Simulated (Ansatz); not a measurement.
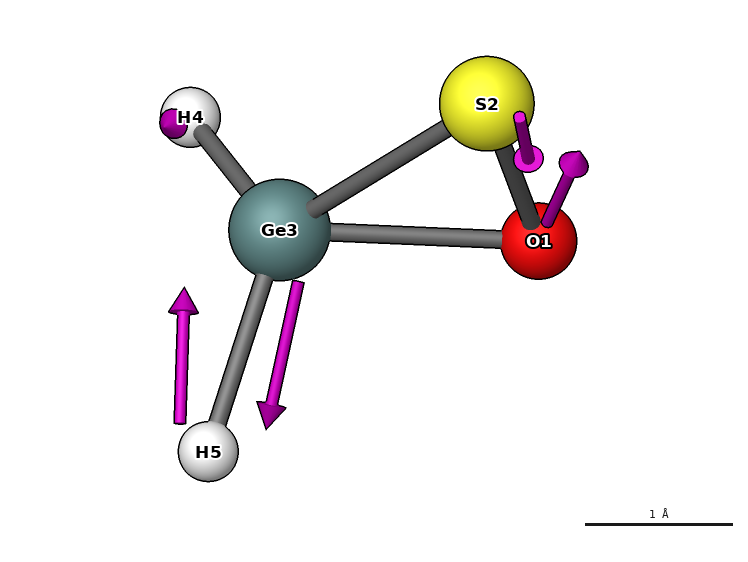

Arrows show the forces on the atoms, 0.6 Å of arrow for 1 eV/Å; forces under a tenth of the largest aren't drawn. Level of theory: ωB97X-V/def2-TZVPP (Ansatz 0.2.0).

Question: Along which bond is the force strongest?

Answer: Ge3–H5, now 1.631 Å: the forces pull its atoms together, so a first step downhill shortens it.

List the force components in the frame of the picture (x right, y up, z towards the viewer), in eV/Å.

```tsv
atom	Fx	Fy	Fz
O1	0.38	0.82	1.27
S2	0.13	−0.62	−1.25
Ge3	−0.37	−1.70	−0.19
H4	−0.19	−0.07	0.47
H5	0.05	1.57	−0.31
```
